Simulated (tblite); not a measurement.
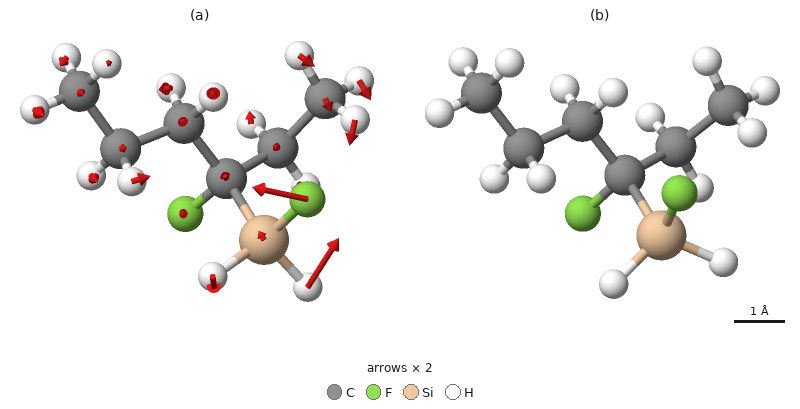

The structure of C₆H₁₄F₂Si before (left) and after (right) a relaxation, at one scale. The red arrows give the displacements, 2 times their true length.

A ball-and-stick model, seen at a tilt.

Theory: GFN2-xTB geometry optimisation, gas phase (tblite). 

**Summarise the run.**

The largest moves after the best rigid fit, 0.64 Å, are those of F and H atoms. Largest moves by element: H 0.64 Å, F 0.63 Å, C 0.15 Å, Si 0.11 Å. Near-neighbour distances that change, for instance: C–F 1.363 → 1.415 Å, C–C 1.566 → 1.529 Å, H–Si 1.486 → 1.455 Å, C–C 1.539 → 1.523 Å. Among the angles between lasting bonds that change: H–Si–H 109.3° → 114.5°, F–Si–H 108.3° → 105.1°, C–C–C 116.2° → 113.8°. Groups turn about C–Si by about 20°. After 87 geometry steps the energy has fallen by 3.55 kcal/mol. The run took 0.78 s on 1 thread of Arm Neoverse V1, with other jobs on the host.
